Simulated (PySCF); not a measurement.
# CH8AlB2N (SMILES BC[N](B)[AlH2]) at 4 levels

We compute a comparison of 4 runs (HF/def2-SVP, B3LYP/6-31G*, B2PLYP/cc-pVDZ, CAM-B3LYP/def2-SVPD) of CH8AlB2N. Input form: a Python script.

Program for the calculation: PySCF 2.14.0.

## (1) Starting point

CH8AlB2N: 13 atoms, total charge 0, spin state singlet. SMILES: `BC[N](B)[AlH2]`. The shape is that of a PBE0-D4/def2-TZVP optimisation. This is one conformer, not always the lowest.

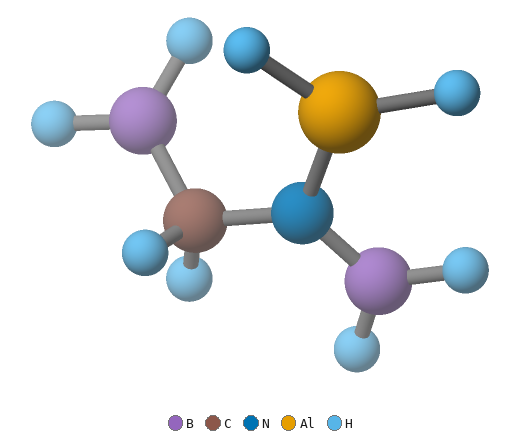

Viewed from a chosen angle; boron purple, carbon brown, nitrogen blue, aluminium amber, hydrogen blue.

## (2) Energy and forces at HF/def2-SVP (run 1)

Contents of input.py:

```python
import pyscf.grad
from pyscf import gto, scf

system = gto.Mole()
system.atom = '''
B     -2.656766     0.443141     2.600452
C      0.090329    -0.368686     1.989504
N      0.869085    -0.377189    -0.658947
B      2.039392    -2.477431    -1.750831
Al     0.275333     2.363103    -2.625963
H     -3.324028     0.541596     4.757952
H     -4.140012     0.942973     0.959225
H      0.349410    -2.267293     2.810968
H      1.363248     0.810881     3.142237
H      2.468360    -4.332764    -0.509848
H      2.599885    -2.394661    -3.948961
H      0.727923     2.225341    -5.566377
H     -0.623799     4.825227    -1.171441
'''
system.spin = 0
system.basis = 'def2-svp'
system.unit = 'bohr'
system.verbose = 4
system.charge = 0
system.max_memory = 1860
system.build()

hf = scf.RHF(system)
hf.conv_tol = 1e-10
hf.kernel()
if not hf.converged:
    hf = hf.newton().run(hf.mo_coeff, hf.mo_occ)

e_tot = hf.e_tot
print(f'total energy: {e_tot:.8f} hartree')
grad = hf.Gradients().kernel()
hf.analyze()
```

The run is started by

```sh
OMP_NUM_THREADS=1 python input.py
```

Standard output:

```text
PySCF version 2.14.0

[... 70 lines left out ...]
total energy: -388.09409623 hartree
[... 28 lines left out ...]
MO #9   energy= -3.20482850491018  occ= 2
[... 14 lines left out ...]
MO #24  energy= 0.0833008244375151 occ= 0
[... 14 lines left out ...]
MO #39  energy= 0.408567513262598  occ= 0
[... 14 lines left out ...]
MO #54  energy= 0.802204429392309  occ= 0
[... 14 lines left out ...]
MO #69  energy= 1.20581943787563   occ= 0
[... 14 lines left out ...]
MO #84  energy= 1.8643985950273    occ= 0
[... 14 lines left out ...]
MO #99  energy= 2.4590143789136    occ= 0
[... 14 lines left out ...]
MO #114 energy= 3.49807462160546   occ= 0
[... 130 lines left out ...]
Dipole moment(X, Y, Z, Debye): -0.29455,  0.56618,  0.97377
```

Wall time 26 s (1 thread of Intel Xeon at 2.50GHz (Skylake/Cascade Lake), shared host); peak memory 0.28 GiB.

## (3) Energy and gradient at B3LYP/6-31G(d) (Cartesian functions) (run 2)

Contents of job.py:

```python
from pyscf import gto, dft

system = gto.Mole()
system.atom = '''
B   -1.405900   0.234500   1.376100
C    0.047800  -0.195100   1.052800
N    0.459900  -0.199600  -0.348700
B    1.079200  -1.311000  -0.926500
Al   0.145700   1.250500  -1.389600
H   -1.759000   0.286600   2.517800
H   -2.190800   0.499000   0.507600
H    0.184900  -1.199800   1.487500
H    0.721400   0.429100   1.662800
H    1.306200  -2.292800  -0.269800
H    1.375800  -1.267200  -2.089700
H    0.385200   1.177600  -2.945600
H   -0.330100   2.553400  -0.619900
'''
system.charge = 0
system.cart = True
system.max_memory = 1860
system.verbose = 4
system.basis = '6-31g*'
system.build()

mf = dft.RKS(system, xc='b3lyp')
mf.grids.level = 5
mf.conv_tol = 1e-10
mf.kernel()
if not mf.converged:
    mf = mf.newton().run(mf.mo_coeff, mf.mo_occ)

energy = mf.e_tot
print('E = %.10f Eh' % energy)
grad = mf.nuc_grad_method().kernel()
mf.analyze()
```

The run is started by

```sh
OMP_NUM_THREADS=1 python job.py
```

Standard output:

```text
PySCF version 2.14.0

[... 101 lines left out ...]
Two-electron Coulomb Energy =          370.245281095442863
[... 13 lines left out ...]
MO #11  energy= -0.678874764154374 occ= 2
[... 11 lines left out ...]
MO #23  energy= -0.0570951224020018 occ= 0
[... 11 lines left out ...]
MO #35  energy= 0.203857223036103  occ= 0
[... 11 lines left out ...]
MO #47  energy= 0.503753074391235  occ= 0
[... 11 lines left out ...]
MO #59  energy= 0.883990548716845  occ= 0
[... 11 lines left out ...]
MO #71  energy= 1.28978188412393   occ= 0
[... 11 lines left out ...]
MO #83  energy= 2.04909409754122   occ= 0
[... 11 lines left out ...]
MO #95  energy= 4.36030109373188   occ= 0
[... 111 lines left out ...]
Dipole moment(X, Y, Z, Debye): -0.23174,  0.60070,  1.12800
```

Wall time 88 s (1 thread of Intel Xeon at 2.50GHz (Skylake/Cascade Lake), shared host); peak memory 0.97 GiB.

## (4) A single-point energy at B2PLYP/cc-pVDZ (run 3)

Contents of calc.py:

```python
from pyscf import gto, dft, mp

molecule = gto.Mole()
molecule.atom = '''
B       -1.405900       0.234500       1.376100
C        0.047800      -0.195100       1.052800
N        0.459900      -0.199600      -0.348700
B        1.079200      -1.311000      -0.926500
Al       0.145700       1.250500      -1.389600
H       -1.759000       0.286600       2.517800
H       -2.190800       0.499000       0.507600
H        0.184900      -1.199800       1.487500
H        0.721400       0.429100       1.662800
H        1.306200      -2.292800      -0.269800
H        1.375800      -1.267200      -2.089700
H        0.385200       1.177600      -2.945600
H       -0.330100       2.553400      -0.619900
'''
molecule.verbose = 4
molecule.max_memory = 1860
molecule.spin = 0
molecule.basis = 'cc-pvdz'
molecule.build()

mf = dft.RKS(molecule)
mf.xc = '0.53*HF + 0.47*B88, 0.73*LYP'
mf.conv_tol = 1e-10
mf.grids.level = 5
mf.kernel()
if not mf.converged:
    mf = mf.newton().run(mf.mo_coeff, mf.mo_occ)

pt = mp.MP2(mf, frozen=9).run()
etot = mf.e_tot + 0.27 * pt.e_corr
print('PT2 part  %.8f' % (0.27 * pt.e_corr))
print('E = %.10f Eh' % etot)
mf.analyze()
```

The run is started by

```sh
OMP_NUM_THREADS=1 python calc.py
```

Standard output:

```text
PySCF version 2.14.0

[... 83 lines left out ...]
converged SCF energy = -389.325762110565
[... 27 lines left out ...]
MO #9   energy= -2.91007338957713  occ= 2
[... 14 lines left out ...]
MO #24  energy= 0.00197151889231595 occ= 0
[... 14 lines left out ...]
MO #39  energy= 0.306013157348975  occ= 0
[... 14 lines left out ...]
MO #54  energy= 0.630603037068608  occ= 0
[... 14 lines left out ...]
MO #69  energy= 0.948424208060358  occ= 0
[... 14 lines left out ...]
MO #84  energy= 1.65305651286469   occ= 0
[... 14 lines left out ...]
MO #99  energy= 2.04791503865492   occ= 0
[... 14 lines left out ...]
MO #114 energy= 2.92087970431771   occ= 0
[... 130 lines left out ...]
Dipole moment(X, Y, Z, Debye): -0.26369,  0.64554,  1.01120
```

Run time: 63 s. Hardware: 1 thread of Intel Xeon at 2.50GHz (Skylake/Cascade Lake), shared host; peak memory 0.62 GiB.

## (5) Energy and forces at CAM-B3LYP/def2-SVPD (run 4)

Contents of input.py:

```python
from pyscf import gto, dft

mol = gto.M(
    atom='''
B     -2.656766     0.443141     2.600452
C      0.090329    -0.368686     1.989504
N      0.869085    -0.377189    -0.658947
B      2.039392    -2.477431    -1.750831
Al     0.275333     2.363103    -2.625963
H     -3.324028     0.541596     4.757952
H     -4.140012     0.942973     0.959225
H      0.349410    -2.267293     2.810968
H      1.363248     0.810881     3.142237
H      2.468360    -4.332764    -0.509848
H      2.599885    -2.394661    -3.948961
H      0.727923     2.225341    -5.566377
H     -0.623799     4.825227    -1.171441
''',
    basis='def2-svpd',
    max_memory=1860,
    charge=0,
    unit='bohr',
    verbose=4,
)

myscf = dft.RKS(mol)
myscf.xc = 'cam-b3lyp'
myscf.conv_tol = 1e-10
myscf.grids.level = 5
myscf.kernel()
if not myscf.converged:
    myscf = myscf.newton().run(myscf.mo_coeff, myscf.mo_occ)

e_final = myscf.e_tot
print(f'total energy: {e_final:.8f} hartree')
grad = myscf.nuc_grad_method().kernel()
dip = myscf.dip_moment()
pop, q = myscf.mulliken_pop()
```

The run is started by

```sh
OMP_NUM_THREADS=1 python input.py
```

Standard output:

```text
PySCF version 2.14.0

[... 83 lines left out ...]
converged SCF energy = -389.543705354101
total energy: -389.54370535 hartree
[... 12 lines left out ...]
Dipole moment(X, Y, Z, Debye): -0.23179,  0.63887,  1.00126
[... 182 lines left out ...]
charge of   12H =     -0.08321
```

Wall time 6.9 min (1 thread of Intel Xeon at 2.50GHz (Skylake/Cascade Lake), shared host); peak memory 2.2 GiB.

## (6) The series

| run | level | Cartesian functions | integration grid | energy (Eh) | dipole moment (D) | HOMO energy (eV) | LUMO energy (eV) | wall time |
| --- | --- | --- | --- | --- | --- | --- | --- | --- |
| 1 | HF/def2-SVP | no | – | -388.094096 | 1.16 | -10.81 | 1.67 | 26 s |
| 2 | B3LYP/6-31G* (Cartesian functions) | yes | 5 | -389.823877 | 1.30 | -7.52 | -1.55 | 88 s |
| 3 | B2PLYP/cc-pVDZ | no | 5 | -389.507263 | 1.23 | -8.88 | -0.26 | 63 s |
| 4 | CAM-B3LYP/def2-SVPD | no | 5 | -389.543705 | 1.21 | -9.33 | -0.60 | 6.9 min |

## (7) Outcome

| quantity | value |
| --- | --- |
| run 4: total energy | -389.54371 Eh |
| run 4: dipole moment | 1.21 D |
| run 4: HOMO energy | -9.33 eV |
| run 4: LUMO energy | -0.60 eV |
| run 4: HOMO–LUMO gap | 8.73 eV |
| run 4: largest force on an atom | 0.320 eV/Å |

The dipole moment (its size) runs from 1.16 D (HF/def2-SVP) to 1.30 D (B3LYP/6-31G*). The two ends differ in method and basis. The HOMO–LUMO gap runs from 5.97 eV (B3LYP/6-31G*) to 12.48 eV (HF/def2-SVP). Totals of different functionals can't be ranked against each other. All runs together took 9.9 min, the longest 6.9 min.
